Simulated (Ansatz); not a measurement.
H2CSF4: several calculations on one system

### Relaxation

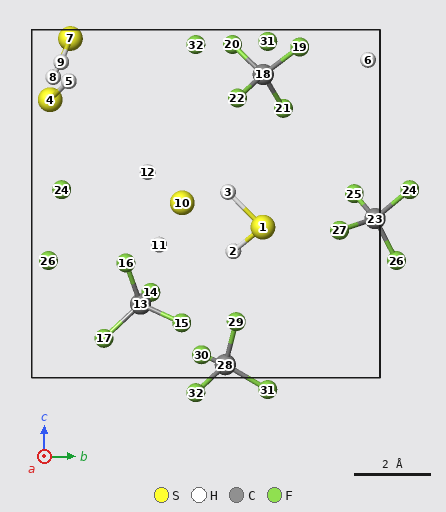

This is the input geometry for a relaxation of an amorphous cell of composition H$_{2}$CSF$_{4}$. Style: ball-and-stick. Shown: the cell of the calculation, along the a axis.

The cell holds 4 SH2 + 4 CF4. The run prepares the start of a later molecular dynamics calculation, from a guessed geometry.

All numbers below come from DFT PBE, scalar-relativistic, plane waves, PAW in Ansatz.

Input
```yaml
accuracy: low
crystal:
  lattice:
    - [9.225575, 0.0, 0.0]
    - [0.0, 9.225575, 0.0]
    - [0.0, 0.0, 9.225575]
  atoms:
    - { symbol: S, position: [0.3812762, 0.6638199, 0.4322739] }
    - { symbol: H, position: [0.2859674, 0.5789028, 0.3630964] }
    - { symbol: H, position: [0.410133, 0.5635807, 0.5332669] }
    - { symbol: S, position: [0.6673686, 0.0525519, 0.7984041] }
    - { symbol: H, position: [0.7914051, 0.1060174, 0.8516639] }
    - { symbol: H, position: [0.6458327, -0.0342949, 0.9127459] }
    - { symbol: S, position: [0.1217833, 0.1107511, 0.974303] }
    - { symbol: H, position: [0.0419077, 0.0614048, 0.8635553] }
    - { symbol: H, position: [0.2474278, 0.0843711, 0.9064962] }
    - { symbol: S, position: [0.9578165, 0.4319241, 0.5021474] }
    - { symbol: H, position: [1.0059257, 0.3658051, 0.3821725] }
    - { symbol: H, position: [1.0161636, 0.3325797, 0.5905018] }
    - { symbol: C, position: [0.5117711, 0.3123335, 0.2112434] }
    - { symbol: F, position: [0.3747941, 0.3416778, 0.2449453] }
    - { symbol: F, position: [0.5743922, 0.4304737, 0.1575679] }
    - { symbol: F, position: [0.5823479, 0.2700982, 0.3295426] }
    - { symbol: F, position: [0.5155501, 0.2070842, 0.112918] }
    - { symbol: C, position: [0.5401411, 0.6647777, 0.8710084] }
    - { symbol: F, position: [0.5998181, 0.7695709, 0.9498541] }
    - { symbol: F, position: [0.4660254, 0.5761654, 0.9571147] }
    - { symbol: F, position: [0.4511298, 0.7226979, 0.7736338] }
    - { symbol: F, position: [0.6435913, 0.5906768, 0.803431] }
    - { symbol: C, position: [0.959755, 0.9858425, 0.4570791] }
    - { symbol: F, position: [1.0224645, 1.0855977, 0.5400008] }
    - { symbol: F, position: [0.8498207, 0.9261536, 0.5285723] }
    - { symbol: F, position: [0.9107509, 1.0475496, 0.336454] }
    - { symbol: F, position: [1.055984, 0.8840692, 0.4232893] }
    - { symbol: C, position: [0.1201269, 0.5557832, 0.0373159] }
    - { symbol: F, position: [0.1872681, 0.5869009, 0.1609417] }
    - { symbol: F, position: [-0.0035048, 0.4874467, 0.0656869] }
    - { symbol: F, position: [0.0922869, 0.6777092, -0.0342282] }
    - { symbol: F, position: [0.2044575, 0.471076, -0.0431368] }
basis:
  ecutwfc: 420.0
kpoints:
  mp_grid: { grid: [1, 1, 1] }
hamiltonian:
  xc: pbe
scf:
  occupations: { method: fermi_dirac, width: 0.02 }
  lower_state_search: "off"
relax:
  f_tol: 0.3
  max_steps: 15
  adjacent_minimum: "off"
output:
  write_density: true
  write_potential: true
  elf: true
  volumetric_format: npy
```

Launched with:
```bash
ansatz run input.yaml --threads 1 --pin off --max-ram 3072MiB --backend cpu --events-out ev --progress --plain --runs-dir out
```

What does the optimiser find from here?

The largest move is that of H5, 0.71 Å roughly along +b. Largest moves by element: H 0.71 Å, S 0.56 Å, F 0.48 Å, C 0.35 Å. The cell stays as it was. Near-neighbour distances that change, for instance: S4–H5 1.339 → 1.368 Å, S10–H11 1.339 → 1.360 Å, S10–H12 1.339 → 1.352 Å, C13–F14 1.329 → 1.339 Å. Bond angles that change, for instance: H5–S4–H6 93.3° → 91.3°. After 4 geometry steps the energy has fallen by 19.1 meV per atom. Largest force component: 0.57 eV/Å at the start, 0.27 eV/Å at the end. The run took 16 s on 1 thread of AMD EPYC 9R45 96-Core Processor (Zen 5), with other jobs on the host, peak memory 0.81 GiB.

The structure at the end:

```
CELL_PARAMETERS angstrom
9.22557 0.00000 0.00000
0.00000 9.22557 0.00000
0.00000 0.00000 9.22557
ATOMIC_POSITIONS crystal
S 0.38870 0.67558 0.43686
H 0.26157 0.60599 0.40901
H 0.42826 0.57333 0.53456
S 0.67673 0.10764 0.77403
H 0.77874 0.18143 0.85238
H 0.66093 0.00889 0.88128
S 0.12216 0.08386 0.97372
H 0.05900 0.00799 0.86448
H 0.24786 0.09659 0.89934
S 0.96618 0.45181 0.50483
H 0.97686 0.35808 0.39155
H 0.02692 0.35453 0.59613
C 0.51641 0.28497 0.23541
F 0.37775 0.32311 0.25493
F 0.59179 0.39795 0.18567
F 0.57264 0.24072 0.36142
F 0.52299 0.17661 0.13903
C 0.55745 0.66925 0.88372
F 0.62696 0.75506 0.97840
F 0.47093 0.57813 0.95489
F 0.47820 0.75164 0.79438
F 0.65456 0.59409 0.80687
C 0.96367 0.96275 0.44102
F 0.02554 0.04827 0.54142
F 0.85866 0.88452 0.50249
F 0.90780 0.04647 0.33567
F 0.06361 0.87438 0.38411
C 0.08996 0.56353 0.01529
F 0.17274 0.60715 0.12635
F 0.97194 0.49561 0.06655
F 0.04910 0.67837 0.93665
F 0.16541 0.47282 0.93142
```

After the run, drawn alike:

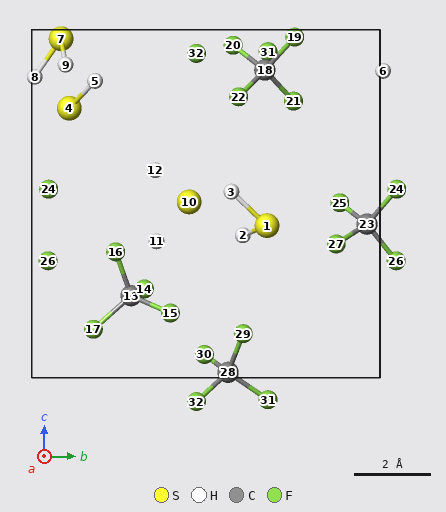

Limits of the set-up: the program's low-accuracy preset was used.

### Dynamics

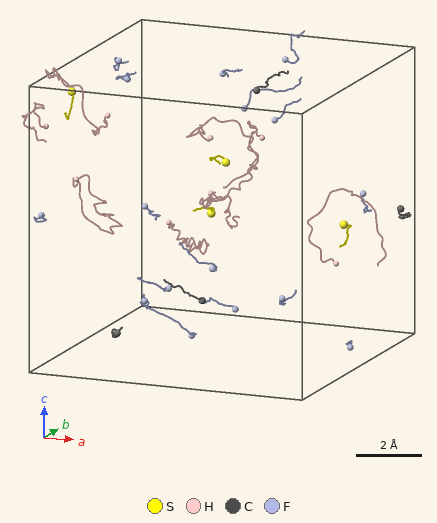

First-principles dynamics of a periodic cell with 4 SH2 + 4 CF4 at 1.033 g/cm³, 150 fs long. Lines trace each atom's path, in the colour of its element; spheres stand at the starting positions. Seen slightly off an axis in the simulation cell.

Level of theory: DFT PBE, scalar-relativistic, plane waves, PAW in Ansatz. Settings: plane-wave cutoff 420 eV; k-point mesh 1 × 1 × 1; Fermi-Dirac smearing 0.02 eV; low-accuracy preset; Langevin thermostat (NVT); set temperature 1500 K; time step 0.5 fs; friction 0.02 per fs.

The input:
```yaml
accuracy: low
crystal:
  lattice:
    - [9.225575, 0.0, 0.0]
    - [0.0, 9.225575, 0.0]
    - [0.0, 0.0, 9.225575]
  atoms:
    - { symbol: S, position: [0.38870199, 0.67557596, 0.43686131] }
    - { symbol: H, position: [0.26157184, 0.60598716, 0.40900552] }
    - { symbol: H, position: [0.42825915, 0.57332692, 0.53455732] }
    - { symbol: S, position: [0.67673048, 0.10764227, 0.77402615] }
    - { symbol: H, position: [0.77873716, 0.18142993, 0.85238202] }
    - { symbol: H, position: [0.66093097, 0.00889352, 0.88127875] }
    - { symbol: S, position: [0.12215989, 0.08386015, 0.97372169] }
    - { symbol: H, position: [0.05899604, 0.00798882, 0.86448127] }
    - { symbol: H, position: [0.24785891, 0.09658826, 0.89934287] }
    - { symbol: S, position: [0.96617659, 0.45181437, 0.50483273] }
    - { symbol: H, position: [0.97685522, 0.35808271, 0.39155484] }
    - { symbol: H, position: [1.02691788, 0.35452752, 0.59612751] }
    - { symbol: C, position: [0.51640928, 0.28496594, 0.23540791] }
    - { symbol: F, position: [0.37775108, 0.32311369, 0.25492968] }
    - { symbol: F, position: [0.59178656, 0.39794574, 0.18567036] }
    - { symbol: F, position: [0.5726383, 0.24071862, 0.36141711] }
    - { symbol: F, position: [0.52298985, 0.17661489, 0.13902731] }
    - { symbol: C, position: [0.55745383, 0.66924726, 0.88371636] }
    - { symbol: F, position: [0.6269552, 0.75505675, 0.97840339] }
    - { symbol: F, position: [0.47093171, 0.5781323, 0.9548944] }
    - { symbol: F, position: [0.47819842, 0.75163747, 0.79438138] }
    - { symbol: F, position: [0.65455781, 0.59408751, 0.80686723] }
    - { symbol: C, position: [0.96367261, 0.96274813, 0.44101767] }
    - { symbol: F, position: [1.02553531, 1.04827253, 0.54142311] }
    - { symbol: F, position: [0.85865778, 0.88451762, 0.5024866] }
    - { symbol: F, position: [0.90779951, 1.04646834, 0.33566908] }
    - { symbol: F, position: [1.0636069, 0.87438052, 0.38411078] }
    - { symbol: C, position: [0.08995632, 0.56353488, 0.01529354] }
    - { symbol: F, position: [0.17273887, 0.60714558, 0.12635157] }
    - { symbol: F, position: [-0.02806143, 0.49560636, 0.06655317] }
    - { symbol: F, position: [0.04909786, 0.67836868, -0.06334983] }
    - { symbol: F, position: [0.16540651, 0.47281803, -0.06858129] }
basis:
  ecutwfc: 420.0
kpoints:
  mp_grid: { grid: [1, 1, 1] }
hamiltonian:
  xc: pbe
scf:
  occupations: { method: fermi_dirac, width: 0.02 }
  lower_state_search: "off"
md:
  timestep: 0.5
  n_steps: 300
  ensemble: nvt_langevin
  temperature: 1500.0
  initial_velocities: maxwell_boltzmann
  seed: 707746
  friction: 0.02
```

Run as
```bash
ansatz run input.yaml --threads 1 --pin off --max-ram 3072MiB --backend cpu --events-out ev --progress --plain --runs-dir out
```

**What do the traces tell about the motion?**

In the second half of the run the atoms are, in the root-mean-square, this far from where they began (common drift taken out): H 1.87 Å, S 0.89 Å, F 0.82 Å, C 0.70 Å. The heavy atoms stay within a fraction of a molecule's size of their starting places, while the hydrogen atoms travel further, as molecules turn; so short a run doesn't tell a liquid from a solid.

Limits of the set-up: the program's low-accuracy preset was used.

### Dynamics

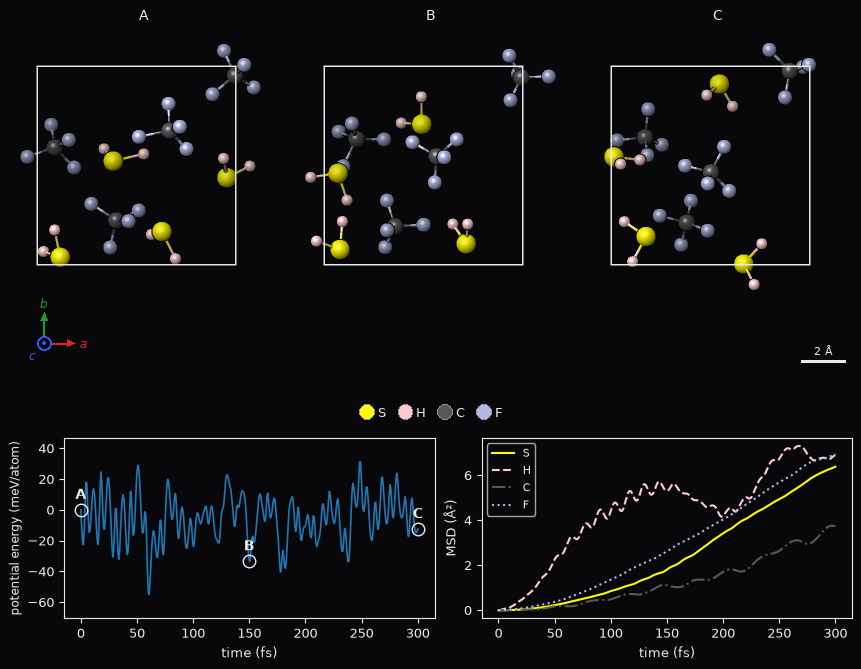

First-principles dynamics of a periodic cell with 4 SH2 + 4 CF4 at 1.033 g/cm³, 300 fs long. It starts from the last geometry of an earlier run, with fresh velocities. Frames (A at 0 fs, B at 150 fs, C at 300 fs) and the history of the run. A ball-and-stick model of the simulation cell, seen along the c axis. Atoms that leave the cell re-enter on the other side.

All numbers below come from DFT PBE, scalar-relativistic, plane waves, PAW (Ansatz). Settings: plane-wave cutoff 420 eV; k-point mesh 1 × 1 × 1; Fermi-Dirac smearing 0.02 eV; low-accuracy preset; constant energy (NVE); velocities drawn for 1500 K; time step 0.75 fs.

### Describe the run.

Root-mean-square distances from the starting positions over the second half, with the common drift of all atoms taken out: H 2.40 Å, F 2.21 Å, S 2.04 Å, C 1.48 Å. The molecules turn and drift from their places. The mean temperature in the second half is 1539 K (standard deviation 110 K). The potential energy in the second half lies on average 5.1 meV per atom below the first frame. The total energy stays between −1 and 0.77 meV per atom of its start. A straight-line fit has a slope that amounts to +0.034 meV per atom over 300 fs (under 0.1 % of the mean kinetic energy), and the ripple about it is 2.3 % of the kinetic energy's fluctuation. With a drift under 2 % and a ripple under 7 %, the integration is accurate.

Limits of the set-up: the program's low-accuracy preset was used.
